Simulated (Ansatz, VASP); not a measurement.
# SrTiO3 (Tausonite) in two plane-wave programs

One calculation is typed for both programs; each brings its own data sets and cutoff. How far apart do they land?

Program: Ansatz 0.2.0. Level of theory: plane waves, with VASP 6.6.1 beside it; zone-centre phonons at LDA, DFT+U and relaxation of cell and atoms at PBEsol, DFT+U. Results are calculated unless marked as measured.

## Step 1: Set-up

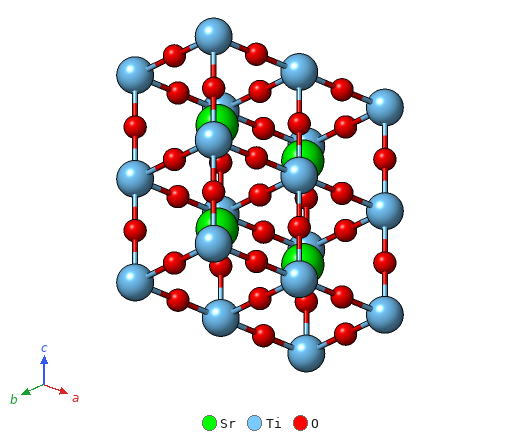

The cell as given, from a free direction (strontium green, titanium blue, oxygen red). 2×1×2 cells are drawn. Some periodic images of atoms are drawn too.

Coordinates:

```cif
data_structure
_symmetry_space_group_name_H-M 'Pm-3m'
_symmetry_Int_Tables_number 221
_cell_length_a 3.9053
_cell_length_b 3.9053
_cell_length_c 3.9053
_cell_angle_alpha 90.000
_cell_angle_beta 90.000
_cell_angle_gamma 90.000
_cell_volume 59.56
loop_
_atom_site_label
_atom_site_type_symbol
_atom_site_symmetry_multiplicity
_atom_site_Wyckoff_symbol
_atom_site_fract_x
_atom_site_fract_y
_atom_site_fract_z
_atom_site_occupancy
Sr1 Sr 1 b 0.50000 0.50000 0.50000 1
Ti1 Ti 1 a 0.00000 0.00000 0.00000 1
O1 O 3 d 0.00000 0.00000 0.50000 1
```

## Step 2: VASP: zone-centre phonons, LDA, DFT+U

Second derivatives magnify differences that forces hide, and they need a tight electronic threshold.

Lines of VASP's logs that name or quote its potential files are left out, and so is its time.

INCAR

```
SYSTEM = SrTiO3
PREC = Accurate
ENCUT = 520
EDIFF = 1E-08
NELM = 100
ISMEAR = 0
SIGMA = 0.03
LREAL = .FALSE.
ALGO = Normal
GGA = CA
NBANDS = 28
ISPIN = 2
MAGMOM = 0 1 0 0 0
LDAU = .TRUE.
LDAUTYPE = 2
LDAUL = -1 2 -1
LDAUU = 0 4 0
LDAUJ = 0 0 0
LDAUPRINT = 1
LASPH = .TRUE.
LMAXMIX = 4
LORBIT = 11
LWAVE = .FALSE.
LCHARG = .FALSE.
KPAR = 4
IBRION = 6
NFREE = 2
POTIM = 0.015
NSW = 1
ISIF = 2
```

POSCAR

```
SrTiO3
1.0
    3.9052800000      0.0000000000      0.0000000000
    0.0000000000      3.9052800000      0.0000000000
    0.0000000000      0.0000000000      3.9052800000
Sr Ti O
1 1 3
Direct
    0.5000000000      0.5000000000      0.5000000000
    0.0000000000      0.0000000000      0.0000000000
    0.0000000000      0.0000000000      0.5000000000
    0.0000000000      0.5000000000      0.0000000000
    0.5000000000      0.0000000000      0.0000000000
```

KPOINTS

```
Automatic mesh
0
Gamma
6 6 6
0 0 0
```

Potentials, in the order of the species: Sr_sv, Ti_sv and O (LDA family, release 64).

Launch:

```console
$ mpirun -np 4 vasp_std
```

Numbers of over 12 decimals in the logs are rounded to 6 here.

Output:

```text
[banner, memory and clock lines left out]
running    4 mpi-ranks, on    1 nodes
 distrk:  each k-point on    1 cores,    4 groups
 distr:  one band on    1 cores,    1 groups

 POSCAR found type information on POSCAR SrTiO
 POSCAR found :  3 types and       5 ions
 LDA part: xc-table for (Slater(with rela. corr.)+CA(PZ))
 , standard interpolation
 POSCAR, INCAR and KPOINTS ok, starting setup
 FFT: planning ... GRIDC
 FFT: planning ... GRID_SOFT
 FFT: planning ... GRID
 WAVECAR not read
 entering main loop
       N       E                     dE             d eps       ncg     rms          rms(c)
DAV:   1     0.416902421216E+03    0.41690E+03   -0.20543E+04  2240   0.152E+03
DAV:   2    -0.106328672431E+02   -0.42754E+03   -0.40907E+03  2560   0.433E+02
DAV:   3    -0.497689337622E+02   -0.39136E+02   -0.38817E+02  2592   0.131E+02
DAV:   4    -0.521413335042E+02   -0.23724E+01   -0.23670E+01  3852   0.269E+01
DAV:   5    -0.521757552955E+02   -0.34422E-01   -0.34402E-01  2976   0.297E+00    0.275E+01
DAV:   6    -0.412764566650E+02    0.10899E+02   -0.53781E+01  3240   0.652E+01    0.163E+01
DAV:   7    -0.414281082545E+02   -0.15165E+00   -0.62269E+00  2836   0.151E+01    0.106E+01
DAV:   8    -0.414211701001E+02    0.69382E-02   -0.16091E+00  2684   0.111E+01    0.314E+00
DAV:   9    -0.413669968048E+02    0.54173E-01   -0.21817E-01  2732   0.466E+00    0.103E+00
DAV:  10    -0.413598593827E+02    0.71374E-02   -0.76036E-02  2908   0.191E+00    0.640E-01
DAV:  11    -0.413593015358E+02    0.55785E-03   -0.90667E-03  2912   0.953E-01    0.191E-01
DAV:  12    -0.413589506971E+02    0.35084E-03   -0.16147E-03  2676   0.303E-01    0.787E-02
DAV:  13    -0.413589330685E+02    0.17629E-04   -0.26098E-04  2892   0.161E-01    0.616E-02
DAV:  14    -0.413589364879E+02   -0.34194E-05   -0.61885E-05  3004   0.560E-02    0.231E-02
DAV:  15    -0.413589369779E+02   -0.48992E-06   -0.48439E-06  2912   0.157E-02    0.788E-03
DAV:  16    -0.413589368256E+02    0.15225E-06   -0.11695E-06  2632   0.713E-03    0.414E-03
DAV:  17    -0.413589367902E+02    0.35360E-07   -0.19318E-07  2704   0.360E-03    0.132E-03
DAV:  18    -0.413589367872E+02    0.30336E-08   -0.12309E-08  2020   0.979E-04
   1 F= -.41358937E+02 E0= -.41358937E+02  d E =-.250097E-33  mag=     0.0000
[... from here on, the cycles between the ionic steps are left out ...]
   2 F= -.41358560E+02 E0= -.41358560E+02  d E =-.242474E-33  mag=     0.0000
   3 F= -.41358560E+02 E0= -.41358560E+02  d E =-.240961E-33  mag=     0.0000
   4 F= -.41357989E+02 E0= -.41357989E+02  d E =-.197745E-33  mag=     0.0000
   5 F= -.41357989E+02 E0= -.41357989E+02  d E =-.199074E-33  mag=    -0.0000
   6 F= -.41358494E+02 E0= -.41358494E+02  d E =-.207800E-33  mag=     0.0000
   7 F= -.41358494E+02 E0= -.41358494E+02  d E =-.206354E-33  mag=     0.0000
   8 F= -.41357137E+02 E0= -.41357137E+02  d E =-.234457E-33  mag=     0.0000
 Finite differences progress:
  Degree of freedom:   4/  4
  Displacement:        1/  2
  Total:               7/  8
 bond charge predicted
       N       E                     dE             d eps       ncg     rms          rms(c)
DAV:   1    -0.413541217707E+02    0.30155E-02   -0.39509E+00  4704   0.982E+00    0.265E-01
DAV:   2    -0.413579760051E+02   -0.38542E-02   -0.60857E-02  5456   0.139E+00    0.159E-01
DAV:   3    -0.413571386940E+02    0.83731E-03   -0.31119E-03  5208   0.363E-01    0.579E-02
DAV:   4    -0.413571422461E+02   -0.35520E-05   -0.50925E-04  5224   0.166E-01    0.302E-02
DAV:   5    -0.413571394081E+02    0.28379E-05   -0.27665E-05  6416   0.492E-02    0.184E-02
DAV:   6    -0.413571375055E+02    0.19026E-05   -0.38605E-06  6224   0.201E-02    0.581E-03
DAV:   7    -0.413571372928E+02    0.21270E-06   -0.12300E-06  5360   0.820E-03    0.123E-03
DAV:   8    -0.413571372996E+02   -0.67630E-08   -0.18474E-07  5384   0.330E-03    0.653E-04
DAV:   9    -0.413571372971E+02    0.25275E-08   -0.18038E-08  3760   0.115E-03
   9 F= -.41357137E+02 E0= -.41357137E+02  d E =-.233038E-33  mag=    -0.0000
 Finite differences progress:
  Degree of freedom:   4/  4
  Displacement:        2/  2
  Total:               8/  8
```

OUTCAR, selected parts (step 2):

```text
ion  position               nearest neighbor table
   1  0.500  0.500  0.500-   3 2.76   4 2.76   5 2.76   4 2.76   5 2.76   3 2.76   5 2.76   5 2.76
                             3 2.76   4 2.76   4 2.76   3 2.76   2 3.38   2 3.38   2 3.38   2 3.38
   2  0.000  0.000  0.000-   3 1.95   4 1.95   5 1.95   3 1.95   4 1.95   5 1.95   1 3.38   1 3.38
                             1 3.38   1 3.38   1 3.38   1 3.38   1 3.38   1 3.38
   3  0.000  0.000  0.500-   2 1.95   2 1.95   1 2.76   1 2.76   1 2.76   1 2.76
   4  0.000  0.500  0.000-   2 1.95   2 1.95   1 2.76   1 2.76   1 2.76   1 2.76
   5  0.500  0.000  0.000-   2 1.95   2 1.95   1 2.76   1 2.76   1 2.76   1 2.76

  LATTYP: Found a simple cubic cell.
 ALAT       =     3.9052800000

 Subroutine GETGRP returns: Found 48 space group operations
 (whereof 48 operations were pure point group operations)

The static configuration has the point symmetry O_h .

 Found     20 irreducible k-points:

   k-points           NKPTS =     20   k-points in BZ     NKDIM =     20   number of bands    NBANDS=     28

   dimension x,y,z NGX =    30 NGY =   30 NGZ =   30
   dimension x,y,z NGXF=    60 NGYF=   60 NGZF=   60

   ENCUT  =  520.0 eV  38.22 Ry    6.18 a.u.   7.26  7.26  7.26*2*pi/ulx,y,z

   NELECT =      40.0000    total number of electrons

 k-points in reciprocal lattice and weights: Automatic mesh
   0.00000000  0.00000000  0.00000000       0.005
   0.16666667  0.00000000  0.00000000       0.028
   0.33333333  0.00000000  0.00000000       0.028
   0.50000000  0.00000000  0.00000000       0.014
   0.16666667  0.16666667  0.00000000       0.056
   0.33333333  0.16666667  0.00000000       0.111
   0.50000000  0.16666667  0.00000000       0.056
   0.33333333  0.33333333  0.00000000       0.056
   0.50000000  0.33333333  0.00000000       0.056
[...]
0.50000000  0.50000000  0.33333333       0.028
   0.50000000  0.50000000  0.50000000       0.005

atom =   2  type =  2  l = 2

 onsite density matrix

spin component  1

  0.1071 -0.0000 -0.0000  0.0000  0.0000
 -0.0000  0.1072 -0.0000  0.0000 -0.0000
 -0.0000 -0.0000  0.2569  0.0000  0.0000
  0.0000  0.0000  0.0000  0.1072 -0.0000
  0.0000 -0.0000  0.0000 -0.0000  0.2566

spin component  2

  0.1071 -0.0000  0.0000  0.0000  0.0000
 -0.0000  0.1072 -0.0000 -0.0000 -0.0000
  0.0000 -0.0000  0.2569  0.0000 -0.0000
  0.0000 -0.0000  0.0000  0.1072 -0.0000
  0.0000 -0.0000 -0.0000 -0.0000  0.2566

 occupancies and eigenvectors

  o =  0.1071  v =  0.0000  0.0000  0.0000  0.0000  0.0000  1.0000  0.0000  0.0000  0.0000  0.0000      0.0000  0.0000  0.0000  0.0000  0.0000  0.0000  0.0000  0.0000  0.0000  0.0000
  o =  0.1071  v =  1.0000  0.0000  0.0000  0.0000  0.0000  0.0000  0.0000  0.0000  0.0000  0.0000      0.0000  0.0000  0.0000  0.0000  0.0000  0.0000  0.0000  0.0000  0.0000  0.0000
  o =  0.1072  v =  0.0000  0.0000 -0.0000 -1.0000  0.0000  0.0000  0.0000  0.0000  0.0000  0.0000      0.0000  0.0000  0.0000  0.0000  0.0000  0.0000  0.0000  0.0000  0.0000  0.0000
  o =  0.1072  v =  0.0000 -1.0000 -0.0000 -0.0000  0.0000  0.0000  0.0000  0.0000  0.0000  0.0000      0.0000  0.0000  0.0000  0.0000  0.0000  0.0000  0.0000  0.0000  0.0000  0.0000
  o =  0.1072  v =  0.0000  0.0000  0.0000  0.0000  0.0000  0.0000  1.0000  0.0000 -0.0000  0.0000      0.0000  0.0000  0.0000  0.0000  0.0000  0.0000  0.0000  0.0000  0.0000  0.0000
  o =  0.1072  v =  0.0000  0.0000  0.0000  0.0000  0.0000  0.0000  0.0000  0.0000  1.0000 -0.0000      0.0000  0.0000  0.0000  0.0000  0.0000  0.0000  0.0000  0.0000  0.0000  0.0000
  o =  0.2566  v =  0.0000 -0.0000  0.0000 -0.0000 -1.0000  0.0000  0.0000  0.0000  0.0000  0.0000      0.0000  0.0000  0.0000  0.0000  0.0000  0.0000  0.0000  0.0000  0.0000  0.0000
  o =  0.2566  v =  0.0000  0.0000  0.0000  0.0000  0.0000  0.0000  0.0000 -0.0000 -0.0000 -1.0000      0.0000  0.0000  0.0000  0.0000  0.0000  0.0000  0.0000  0.0000  0.0000  0.0000
  o =  0.2569  v =  0.0000  0.0000  0.0000  0.0000  0.0000  0.0000 -0.0000  1.0000 -0.0000 -0.0000      0.0000  0.0000  0.0000  0.0000  0.0000  0.0000  0.0000  0.0000  0.0000  0.0000
  o =  0.2569  v =  0.0000 -0.0000 -1.0000  0.0000 -0.0000  0.0000  0.0000  0.0000  0.0000  0.0000      0.0000  0.0000  0.0000  0.0000  0.0000  0.0000  0.0000  0.0000  0.0000  0.0000

 average (electrostatic) potential at core
       1 -34.2512       2 -77.5255       3 -70.4783       4 -70.4766       5 -70.4766

 E-fermi :   4.2599

 spin component 1
 k-point     1 :       0.0000    0.0000    0.0000
  band No.  band energies     occupation
    ...
[...]
0.00000      1.95264      0.00000         0.000000      0.000000     -0.075818
      1.95264      0.00000      0.00000         0.000000      0.000000     -0.075818
 -----------------------------------------------------------------------------------
    total drift:                               -0.000002     -0.000000      0.000041

  FREE ENERGIE OF THE ION-ELECTRON SYSTEM (eV)
  ---------------------------------------------------
  free  energy   TOTEN  =       -41.3571372971 eV

  energy  without entropy=      -41.3571372971  energy(sigma->0) =      -41.35713730

 Eigenvectors and eigenvalues of the dynamical matrix
 ----------------------------------------------------

   1 f  =   17.399292 THz   109.322977 2PiTHz  580.377916 cm-1    71.957658 meV
             X         Y         Z           dx          dy          dz
      1.952640  1.952640  1.952640     0.025482   -0.003213    0.000000
      0.000000  0.000000  0.000000     0.134354   -0.016939    0.000000
      0.000000  0.000000  1.952640     0.297918   -0.037561   -0.000000
      0.000000  1.952640  0.000000     0.297918    0.111930    0.000000
      1.952640  0.000000  0.000000    -0.887774   -0.037561   -0.000000

   2 f  =   17.399292 THz   109.322977 2PiTHz  580.377916 cm-1    71.957658 meV
             X         Y         Z           dx          dy          dz
      1.952640  1.952640  1.952640     0.000000    0.000000   -0.025684
      0.000000  0.000000  0.000000     0.000000    0.000000   -0.135418
      0.000000  0.000000  1.952640     0.000000    0.000000    0.894802
      0.000000  1.952640  0.000000     0.000000   -0.000000   -0.300276
      1.952640  0.000000  0.000000    -0.000000    0.000000   -0.300276

   3 f  =   17.399292 THz   109.322977 2PiTHz  580.377916 cm-1    71.957658 meV
             X         Y         Z           dx          dy          dz
      1.952640  1.952640  1.952640    -0.003213   -0.025482   -0.000000
      0.000000  0.000000  0.000000    -0.016939   -0.134354   -0.000000
      0.000000  0.000000  1.952640    -0.037561   -0.297918    0.000000
      0.000000  1.952640  0.000000    -0.037561    0.887774   -0.000000
      1.952640  0.000000  0.000000     0.111930   -0.297918   -0.000000

   4 f  =    7.436823 THz    46.726934 2PiTHz  248.065698 cm-1    30.756213 meV
             X         Y         Z           dx          dy          dz
      1.952640  1.952640  1.952640     0.010342   -0.089579   -0.229650
      0.000000  0.000000  0.000000    -0.034283    0.296959    0.761306
      0.000000  0.000000  1.952640     0.014969   -0.129660   -0.114473
      0.000000  1.952640  0.000000     0.014969   -0.044652   -0.332406
      1.952640  0.000000  0.000000     0.005155   -0.129660   -0.332406

   5 f  =    7.436823 THz    46.726934 2PiTHz  248.065698 cm-1    30.756213 meV
             X         Y         Z           dx          dy          dz
      1.952640  1.952640  1.952640    -0.190398   -0.148890    0.049503
      0.000000  0.000000  0.000000     0.631183    0.493582   -0.164106
      0.000000  0.000000  1.952640    -0.275591   -0.215511    0.024676
      0.000000  1.952640  0.000000    -0.275591   -0.074217    0.071653
      1.952640  0.000000  0.000000    -0.094908   -0.215511    0.071653

   6 f  =    7.436823 THz    46.726934 2PiTHz  248.065698 cm-1    30.756213 meV
             X         Y         Z           dx          dy          dz
      1.952640  1.952640  1.952640    -0.156563    0.175150   -0.075371
      0.000000  0.000000  0.000000     0.519017   -0.580636    0.249859
      0.000000  0.000000  1.952640    -0.226616    0.253521   -0.037570
      0.000000  1.952640  0.000000    -0.226616    0.087307   -0.109095
      1.952640  0.000000  0.000000    -0.078042    0.253521   -0.109095

   7 f  =    6.821900 THz    42.863264 2PiTHz  227.554101 cm-1    28.213100 meV
             X         Y         Z           dx          dy          dz
      1.952640  1.952640  1.952640     0.000000   -0.000000   -0.000000
      0.000000  0.000000  0.000000    -0.000000    0.000000    0.000000
      0.000000  0.000000  1.952640     0.011268   -0.700812   -0.000000
      0.000000  1.952640  0.000000    -0.011268    0.000000   -0.093466
      1.952640  0.000000  0.000000     0.000000    0.700812    0.093466

   8 f  =    6.821900 THz    42.863264 2PiTHz  227.554101 cm-1    28.213100 meV
             X         Y         Z           dx          dy          dz
      1.952640  1.952640  1.952640     0.000000    0.000000   -0.000000
      0.000000  0.000000  0.000000    -0.000000    0.000000    0.000000
      0.000000  0.000000  1.952640     0.527559    0.070567    0.000000
      0.000000  1.952640  0.000000    -0.527559   -0.000000   -0.465512
      1.952640  0.000000  0.000000     0.000000   -0.070567    0.465512

   9 f  =    6.821900 THz    42.863264 2PiTHz  227.554101 cm-1    28.213100 meV
             X         Y         Z           dx          dy          dz
      1.952640  1.952640  1.952640    -0.000000   -0.000000   -0.000000
      0.000000  0.000000  0.000000     0.000000   -0.000000    0.000000
      0.000000  0.000000  1.952640    -0.470696    0.062315    0.000000
      0.000000  1.952640  0.000000     0.470696    0.000000   -0.523987
      1.952640  0.000000  0.000000    -0.000000   -0.062315    0.523987

  10 f  =    3.541887 THz    22.254329 2PiTHz  118.144618 cm-1    14.648059 meV
             X         Y         Z           dx          dy          dz
      1.952640  1.952640  1.952640     0.060354    0.321465    0.595779
      0.000000  0.000000  0.000000    -0.020176   -0.107463   -0.199164
      0.000000  0.000000  1.952640    -0.039196   -0.208768   -0.272722
      0.000000  1.952640  0.000000    -0.039196   -0.147153   -0.386916
      1.952640  0.000000  0.000000    -0.027627   -0.208768   -0.386916

  11 f  =    3.541887 THz    22.254329 2PiTHz  118.144618 cm-1    14.648059 meV
             X         Y         Z           dx          dy          dz
      1.952640  1.952640  1.952640     0.675177   -0.072124   -0.029481
      0.000000  0.000000  0.000000    -0.225706    0.024111    0.009855
      0.000000  0.000000  1.952640    -0.438479    0.046839    0.013495
      0.000000  1.952640  0.000000    -0.438479    0.033015    0.019146
      1.952640  0.000000  0.000000    -0.309067    0.046839    0.019146

  12 f  =    3.541887 THz    22.254329 2PiTHz  118.144618 cm-1    14.648059 meV
             X         Y         Z           dx          dy          dz
      1.952640  1.952640  1.952640     0.049279    0.594469   -0.325750
      0.000000  0.000000  0.000000    -0.016474   -0.198726    0.108896
      0.000000  0.000000  1.952640    -0.032003   -0.386065    0.149114
      0.000000  1.952640  0.000000    -0.032003   -0.272122    0.211551
      1.952640  0.000000  0.000000    -0.022558   -0.386065    0.211551

  13 f/i=    0.003824 THz     0.024024 2PiTHz    0.127542 cm-1     0.015813 meV
             X         Y         Z           dx          dy          dz
      1.952640  1.952640  1.952640    -0.008012    0.145968    0.674659
      0.000000  0.000000  0.000000    -0.005930    0.108046    0.499384
      0.000000  0.000000  1.952640    -0.003433    0.062541    0.288947
      0.000000  1.952640  0.000000    -0.003433    0.062516    0.289063
      1.952640  0.000000  0.000000    -0.003431    0.062541    0.289063

  14 f/i=    0.003824 THz     0.024024 2PiTHz    0.127542 cm-1     0.015813 meV
             X         Y         Z           dx          dy          dz
      1.952640  1.952640  1.952640     0.156316    0.657560   -0.140412
      0.000000  0.000000  0.000000     0.115706    0.486727   -0.103934
      0.000000  0.000000  1.952640     0.066975    0.281736   -0.060137
      0.000000  1.952640  0.000000     0.066975    0.281624   -0.060161
      1.952640  0.000000  0.000000     0.066948    0.281736   -0.060161

  15 f/i=    0.003824 THz     0.024024 2PiTHz    0.127542 cm-1     0.015813 meV
             X         Y         Z           dx          dy          dz
      1.952640  1.952640  1.952640     0.672336   -0.151141    0.040685
      0.000000  0.000000  0.000000     0.497665   -0.111875    0.030115
      0.000000  0.000000  1.952640     0.288068   -0.064758    0.017425
      0.000000  1.952640  0.000000     0.288068   -0.064732    0.017432
      1.952640  0.000000  0.000000     0.287953   -0.064758    0.017432

 ELASTIC MODULI CONTR FROM IONIC RELAXATION (kBar)
 Direction    XX          YY          ZZ          XY          YZ          ZX
 --------------------------------------------------------------------------------
 XX           0.0000      0.0000      0.0000      0.0000      0.0000      0.0000
 YY           0.0000      0.0000      0.0000      0.0000      0.0000      0.0000
 ZZ           0.0000      0.0000      0.0000      0.0000      0.0000      0.0000
 XY           0.0000      0.0000      0.0000      0.0000      0.0000      0.0000
 YZ           0.0000      0.0000      0.0000      0.0000      0.0000      0.0000
 ZX           0.0000      0.0000      0.0000      0.0000      0.0000      0.0000
 --------------------------------------------------------------------------------

 total charge
# of ion       s       p       d       tot
------------------------------------------
    1        1.999   5.783   0.211   7.993
    2        2.244   6.344   1.640  10.228
    3        1.551   3.487   0.000   5.038
    4        1.551   3.487   0.000   5.038
    5        1.551   3.487   0.000   5.038
--------------------------------------------------
tot          8.896  22.589   1.852  33.336

 magnetization (x)
# of ion       s       p       d       tot
------------------------------------------
    1        0.000   0.000  -0.000   0.000
    2       -0.000  -0.000  -0.000  -0.000
    3       -0.000   0.000   0.000   0.000
    4       -0.000   0.000   0.000   0.000
    5       -0.000   0.000   0.000   0.000
--------------------------------------------------
tot         -0.000   0.000  -0.000   0.000
```

(Continued in part 2 of 2.)

[Lines on the potential files, build, host, timing and source positions are cut from VASP's logs without a mark.]

[Logs are printed without paths, hosts, clocks, repeated set-up lines and the standing remarks that a program may print on its own settings, such as how far it seeks lower states.]

[Hosts, paths, dates, database ids (printed as entryN), source tags and the programs' standing remarks are cut or masked in the printed files.]
